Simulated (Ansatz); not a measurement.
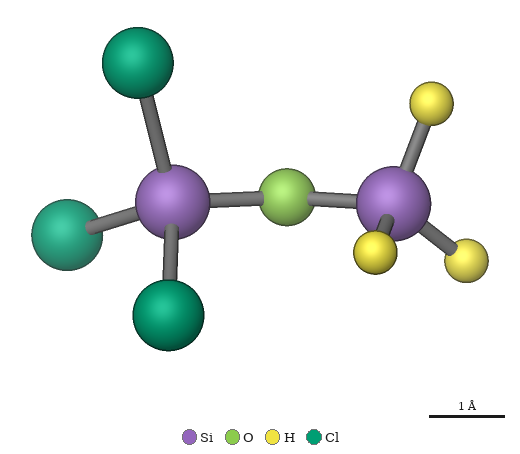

Si$_{2}$H$_{3}$OCl$_{3}$, before the relaxation. The picture is a ball-and-stick view, seen face on.

The run prepares the start of a later molecular dynamics calculation, from a guessed geometry.

Theory: RKS r2SCAN-D4/6-31G in Ansatz 0.2.0.

Input file:
```yaml
crystal:
  periodic: [false, false, false]
  atoms:
    - { symbol: Si, position_ang: [0.0, 0.0, 0.0] }
    - { symbol: O, position_ang: [0.0, 0.0, 1.68] }
    - { symbol: Si, position_ang: [-1.3147, -0.4067, 2.6436] }
    - { symbol: H, position_ang: [-2.239, -1.2403, 1.8804] }
    - { symbol: H, position_ang: [-0.8506, -1.1432, 3.8157] }
    - { symbol: H, position_ang: [-1.9987, 0.8095, 3.0733] }
    - { symbol: Cl, position_ang: [2.0086, 0.0, -0.7093] }
    - { symbol: Cl, position_ang: [-1.0032, 1.7381, -0.7093] }
    - { symbol: Cl, position_ang: [-1.0032, -1.7381, -0.7093] }
basis:
  gaussian: { orbitals: "6-31G" }
hamiltonian:
  xc: r2scan
  dispersion: d4
relax:
  f_tol: 0.02
  max_steps: 40
```

Launched with:
```bash
ansatz run input.yaml --threads 2 --pin off --max-ram 3072MiB --backend cpu --events-out ev --progress --plain --runs-dir out
```

### Where does the relaxation end?

H4 moves most after the best rigid fit: 0.89 Å. Largest moves by element: H 0.89 Å, O 0.85 Å, Cl 0.85 Å, Si 0.23 Å. Near-neighbour distances that change, for instance: Si1–Si3 2.980 → 3.349 Å, Si1–O2 1.680 → 1.634 Å, Si3–H4 1.460 → 1.497 Å, O2–Si3 1.680 → 1.715 Å. Bond angles that change, for instance: Si1–O2–Si3 125.0° → 179.0°. Over 9 accepted moves (11 points after the start) the energy falls by 9.28 kcal/mol. Largest force component: 1.8 eV/Å at the start, 0.0018 eV/Å at the end. The line search rejected the trial steps at points 6, 8 of the run. Cost: 65 s on 2 threads of Arm Neoverse V2 (shared host), peak memory 0.16 GiB.

History of the run:

| step | E − E(0), kcal/mol | largest force component, eV/Å | note |
| --- | --- | --- | --- |
| 0 | 0.00 | 1.7736 |  |
| 1 | -5.31 | 1.1476 |  |
| 2 | -7.01 | 0.4197 |  |
| 3 | -8.21 | 0.5132 |  |
| 4 | -8.90 | 0.2510 |  |
| 5 | -9.15 | 0.0413 |  |
| 6 | -9.12 | 0.2052 | rejected |
| 7 | -9.23 | 0.1204 |  |
| 8 | -9.19 | 0.0769 | rejected |
| 9 | -9.26 | 0.0281 |  |
| 10 | -9.26 | 0.1059 |  |
| 11 | -9.28 | 0.0018 |  |

Final geometry:

```xyz
9

Si   -0.0893   -0.0278   -0.2135
O    -0.7223   -0.2187    1.2806
Si   -1.4101   -0.4351    2.8371
H    -2.5854   -1.3514    2.6930
H    -0.3607   -1.0366    3.7193
H    -1.8326    0.9106    3.3391
Cl    2.0633    0.0204   -0.1124
Cl   -0.7799    1.8181   -1.0874
Cl   -0.6838   -1.6602   -1.4906
```

After the run, drawn alike:

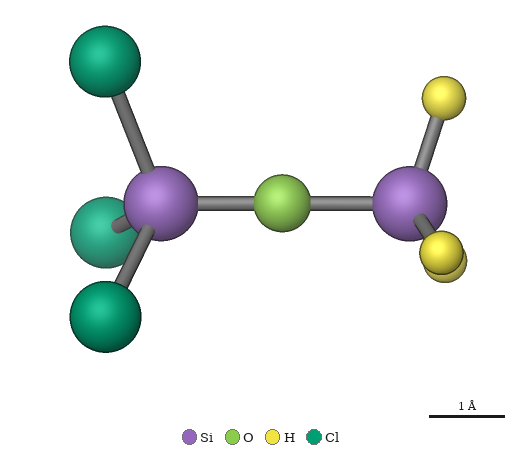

Limits of the set-up: the basis has no polarisation functions, which atoms past neon need.
